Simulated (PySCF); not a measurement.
# Run report: BSiH3BrOF, energy and gradient calculation

- system: BSiH3BrOF, SMILES O[SiH2]B(F)Br
- method: HF/STO-3G, RHF (PySCF 2.14.0)

The geometry comes from this level: PBE0-D4/def2-TZVP. Figures and captions count atoms from 1; the log counts them from 0 in places.

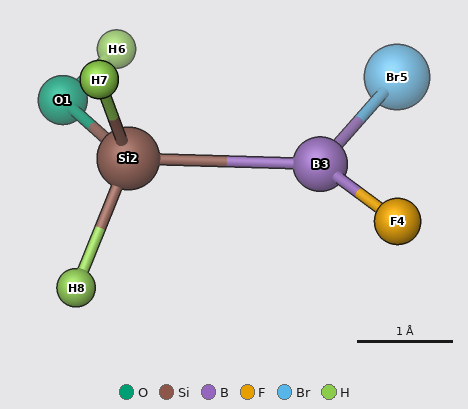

Figure 1. The input geometry (ball-and-stick view, seen at a tilt; atoms are numbered from 1 in the order of the input).

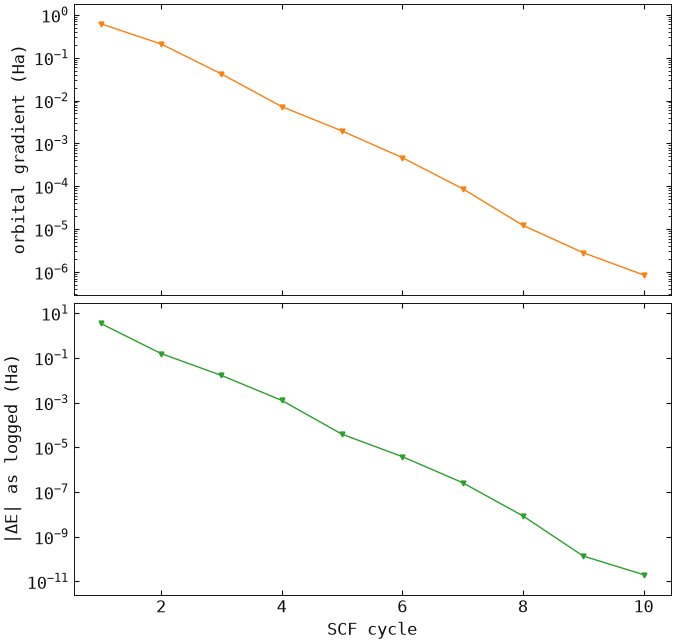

Figure 2. Convergence of the self-consistent field: orbital gradient and size of the energy change against the SCF cycle. The residual falls at every step.

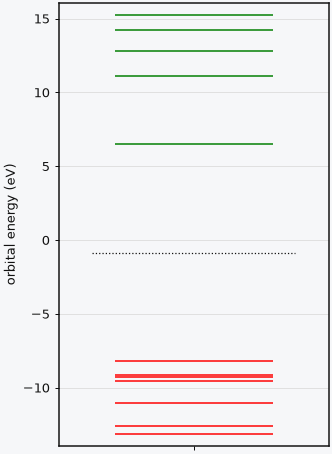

Figure 3. Orbital energies near the frontier; the dotted line parts filled from empty levels, and levels within 0.02 eV of each other stand side by side. Highest filled −8.21 eV, lowest empty 6.48 eV, 14.69 eV apart.

These pictures come from the run below.

Input (run.py)
```python
from pyscf import gto, scf

system = gto.M(
    atom='''
O    0.059200   0.300500   1.758000
Si   0.621200  -0.458400   0.409800
B   -0.513200   0.046000  -1.197500
F   -0.434700  -0.531600  -2.372400
Br  -1.779400   1.496900  -1.024900
H   -0.468400   1.089300   1.614900
H    2.029900  -0.076900   0.105800
H    0.577500  -1.922800   0.650400
''',
    verbose=4,
    basis='sto-3g',
    max_memory=1860,
    charge=0,
)

myscf = scf.RHF(system)
myscf.conv_tol = 1e-10
myscf.kernel()
if not myscf.converged:
    myscf = myscf.newton().run(myscf.mo_coeff, myscf.mo_occ)

energy = myscf.e_tot
print(f'total energy: {energy:.8f} hartree')
grad = myscf.nuc_grad_method().kernel()
myscf.analyze()
```

Run as:
```bash
OMP_NUM_THREADS=1 python run.py
```

What the program printed
```
PySCF version 2.14.0

[INPUT] num. atoms = 8
[INPUT] num. electrons = 74
[INPUT] charge = 0
[INPUT] spin (= nelec alpha-beta = 2S) = 0
[INPUT] symmetry False subgroup None
[INPUT] Mole.unit = angstrom
[INPUT] Symbol           X                Y                Z      unit          X                Y                Z       unit  Magmom
[INPUT]  1 O      0.059200000000   0.300500000000   1.758000000000 AA    0.111871786574   0.567862700432   3.322138526985 Bohr   0.0
[INPUT]  2 Si     0.621200000000  -0.458400000000   0.409800000000 AA    1.173897868580  -0.866250455501   0.774409765847 Bohr   0.0
[INPUT]  3 B     -0.513200000000   0.046000000000  -1.197500000000 AA   -0.969807447127   0.086927401730  -2.262947034167 Bohr   0.0
[INPUT]  4 F     -0.434700000000  -0.531600000000  -2.372400000000 AA   -0.821463946348  -1.004578407819  -4.483186257918 Bohr   0.0
[INPUT]  5 Br    -1.779400000000   1.496900000000  -1.024900000000 AA   -3.362578666051   2.828731035861  -1.936780305067 Bohr   0.0
[INPUT]  6 H     -0.468400000000   1.089300000000   1.614900000000 AA   -0.885147716746   2.058478667489   3.051718718560 Bohr   0.0
[INPUT]  7 H      2.029900000000  -0.076900000000   0.105800000000 AA    3.835955060255  -0.145319938979   0.199933023979 Bohr   0.0
[INPUT]  8 H      0.577500000000  -1.922800000000   0.650400000000 AA    1.091316836936  -3.633565392314   1.229077871417 Bohr   0.0

nuclear repulsion = 379.160350035257
number of shells = 25
number of NR pGTOs = 135
number of NR cGTOs = 45
basis = sto-3g
ecp = {}

******** <class 'pyscf.scf.hf.RHF'> ********
method = RHF
initial guess = minao
damping factor = 0
level_shift factor = 0
DIIS = <class 'pyscf.scf.diis.CDIIS'>
diis_start_cycle = 1
diis_space = 8
diis_damp = 0
SCF conv_tol = 1e-10
SCF conv_tol_grad = None
SCF max_cycles = 50
direct_scf = True
direct_scf_tol = 1e-13
Set gradient conv threshold to 1e-05
Initial guess from minao.
init E= -3024.77139353273
  HOMO = -0.401564135752718  LUMO = -0.00173051336111463  gap/eV = 10.88003
cycle= 1 E= -3028.20206078645  delta_E= -3.43  |g|= 0.62  |ddm|= 3.28
  HOMO = -0.248091098235678  LUMO = 0.150319964368655  gap/eV = 10.84132
cycle= 2 E= -3028.35666532164  delta_E= -0.155  |g|= 0.209  |ddm|= 1.29
  HOMO = -0.289428349589901  LUMO = 0.243532880856273  gap/eV = 14.50261
cycle= 3 E= -3028.37294235923  delta_E= -0.0163  |g|= 0.0418  |ddm|= 0.349
  HOMO = -0.301881080141723  LUMO = 0.23929346840386  gap/eV = 14.72611
cycle= 4 E= -3028.37419252801  delta_E= -0.00125  |g|= 0.00723  |ddm|= 0.129
  HOMO = -0.301602230567965  LUMO = 0.238332464115714  gap/eV = 14.69237
cycle= 5 E= -3028.37423077256  delta_E= -3.82e-05  |g|= 0.00195  |ddm|= 0.0209
  HOMO = -0.301628471057613  LUMO = 0.238153564326122  gap/eV = 14.68822
cycle= 6 E= -3028.3742345692  delta_E= -3.8e-06  |g|= 0.000465  |ddm|= 0.00677
  HOMO = -0.301638844416532  LUMO = 0.238326374753922  gap/eV = 14.69320
cycle= 7 E= -3028.37423482786  delta_E= -2.59e-07  |g|= 8.76e-05  |ddm|= 0.0019
  HOMO = -0.301635304148283  LUMO = 0.238311300105724  gap/eV = 14.69270
cycle= 8 E= -3028.37423483636  delta_E= -8.5e-09  |g|= 1.22e-05  |ddm|= 0.000347
  HOMO = -0.301632879489746  LUMO = 0.238316195541651  gap/eV = 14.69276
cycle= 9 E= -3028.3742348365  delta_E= -1.36e-10  |g|= 2.81e-06  |ddm|= 4.05e-05
  HOMO = -0.301632972829497  LUMO = 0.238316064115838  gap/eV = 14.69276
cycle= 10 E= -3028.37423483652  delta_E= -2e-11  |g|= 8.5e-07  |ddm|= 9.2e-06
  HOMO = -0.301632996952015  LUMO = 0.23831621484842  gap/eV = 14.69277
Extra cycle  E= -3028.37423483651  delta_E= 1.82e-12  |g|= 4.45e-07  |ddm|= 1.99e-06
converged SCF energy = -3028.37423483651
total energy: -3028.37423484 hartree

******** <class 'pyscf.grad.rhf.Gradients'> for <class 'pyscf.scf.hf.RHF'> ********
unit = Eh/Bohr
--------------- RHF gradients ---------------
         x                y                z
0 O    -0.0117977948     0.0180039834    -0.0361081787
1 Si    -0.0206833498     0.0209611440     0.0383142109
2 B    -0.0030809615     0.0050380221     0.0060198624
3 F     0.0004143255    -0.0080626207    -0.0194827736
4 Br    -0.0059169243     0.0071263853     0.0010027493
5 H     0.0121030475    -0.0197894149     0.0157180531
6 H     0.0300877328     0.0079869749    -0.0090820128
7 H    -0.0011260754    -0.0312644740     0.0036180893
----------------------------------------------
**** SCF Summaries ****
Total Energy =                       -3028.374234836514916
Nuclear Repulsion Energy =             379.160350035256897
One-electron Energy =                -4993.159407452136293
Two-electron Energy =                 1585.624822580364480
Two-electron Coulomb Energy =         1720.427859478633309
DFT Exchange-Correlation Energy =     -134.803036898268829
HOMO-LUMO gap [eV] =                    14.692766433496381
**** MO energy ****
MO #1   energy= -484.461767426149  occ= 2
MO #2   energy= -68.0092947473281  occ= 2
MO #3   energy= -63.1890688238651  occ= 2
MO #4   energy= -57.7385790906881  occ= 2
MO #5   energy= -57.7371166700749  occ= 2
MO #6   energy= -57.7368713955158  occ= 2
MO #7   energy= -26.0125984667233  occ= 2
MO #8   energy= -20.1786129157386  occ= 2
MO #9   energy= -9.13707459537851  occ= 2
MO #10  energy= -7.48385446216751  occ= 2
MO #11  energy= -6.88688338271913  occ= 2
MO #12  energy= -6.87769991217567  occ= 2
MO #13  energy= -6.87652383830356  occ= 2
MO #14  energy= -5.99016445407267  occ= 2
MO #15  energy= -4.01606571511063  occ= 2
MO #16  energy= -4.01536737043219  occ= 2
MO #17  energy= -4.01511701979859  occ= 2
MO #18  energy= -2.24313102973386  occ= 2
MO #19  energy= -2.24010663104793  occ= 2
MO #20  energy= -2.23890822173868  occ= 2
MO #21  energy= -2.23016350005455  occ= 2
MO #22  energy= -2.23012539391409  occ= 2
MO #23  energy= -1.55334570119646  occ= 2
MO #24  energy= -1.23993862420228  occ= 2
MO #25  energy= -0.894303801340892 occ= 2
MO #26  energy= -0.706957543792382 occ= 2
MO #27  energy= -0.648067842266875 occ= 2
MO #28  energy= -0.59023218364075  occ= 2
MO #29  energy= -0.555688835602714 occ= 2
MO #30  energy= -0.54110561891224  occ= 2
MO #31  energy= -0.482816020951911 occ= 2
MO #32  energy= -0.463004041394445 occ= 2
MO #33  energy= -0.404821606513019 occ= 2
MO #34  energy= -0.350613246094399 occ= 2
MO #35  energy= -0.340835637613879 occ= 2
MO #36  energy= -0.336422358607192 occ= 2
MO #37  energy= -0.301632996952015 occ= 2
MO #38  energy= 0.23831621484842   occ= 0
MO #39  energy= 0.408672761592781  occ= 0
MO #40  energy= 0.470620775790619  occ= 0
MO #41  energy= 0.52201723040172   occ= 0
MO #42  energy= 0.56120580320453   occ= 0
MO #43  energy= 0.577145367680024  occ= 0
MO #44  energy= 0.733501001854137  occ= 0
MO #45  energy= 0.764679624771609  occ= 0
 ** Mulliken pop on meta-lowdin orthogonal AOs  **
 ** Mulliken pop  **
pop of  0 O 1s            1.99990
pop of  0 O 2s            1.67533
pop of  0 O 2px           1.69891
pop of  0 O 2py           1.41870
pop of  0 O 2pz           1.58396
pop of  1 Si 1s           2.00000
pop of  1 Si 2s           1.99984
pop of  1 Si 3s           1.09524
pop of  1 Si 2px          1.99894
pop of  1 Si 2py          1.99896
pop of  1 Si 2pz          1.99906
pop of  1 Si 3px          0.79097
pop of  1 Si 3py          0.77054
pop of  1 Si 3pz          0.69071
pop of  2 B 1s            1.99955
pop of  2 B 2s            1.03074
pop of  2 B 2px           0.59408
pop of  2 B 2py           0.56050
pop of  2 B 2pz           0.76286
pop of  3 F 1s            1.99994
pop of  3 F 2s            1.82104
pop of  3 F 2px           1.84410
pop of  3 F 2py           1.78219
pop of  3 F 2pz           1.60459
pop of  4 Br 1s           2.00000
pop of  4 Br 2s           1.99998
pop of  4 Br 3s           1.99945
pop of  4 Br 4s           1.91641
pop of  4 Br 2px          2.00000
pop of  4 Br 2py          2.00000
pop of  4 Br 2pz          2.00000
pop of  4 Br 3px          1.99966
pop of  4 Br 3py          1.99957
pop of  4 Br 3pz          1.99995
pop of  4 Br 4px          1.66122
pop of  4 Br 4py          1.58059
pop of  4 Br 4pz          1.95853
pop of  4 Br 3dxy         1.99927
pop of  4 Br 3dyz         1.99993
pop of  4 Br 3dz^2        1.99976
pop of  4 Br 3dxz         1.99995
pop of  4 Br 3dx2-y2      1.99988
pop of  5 H 1s            0.87075
pop of  6 H 1s            1.15196
pop of  7 H 1s            1.14249
 ** Mulliken atomic charges  **
charge of    0O =     -0.37679
charge of    1Si =      0.65573
charge of    2B =      0.05226
charge of    3F =     -0.05185
charge of    4Br =     -0.11414
charge of    5H =      0.12925
charge of    6H =     -0.15196
charge of    7H =     -0.14249
Dipole moment(X, Y, Z, Debye):  0.67272, -0.51536, -0.92772
```

Results in brief

| quantity | value |
| --- | --- |
| outcome | converged |
| total energy | −3028.374235 hartree |
| basis functions | 45 |
| largest force | 2.485 eV/Å |
| HOMO | −8.21 eV |
| LUMO | 6.48 eV |
| dipole moment | 1.26 D |
| hardware | 1 thread of Intel Xeon (Sapphire Rapids), 16 GiB of memory available, shared host |
| wall time | 2.6 s |
| peak memory | 0.12 GiB |
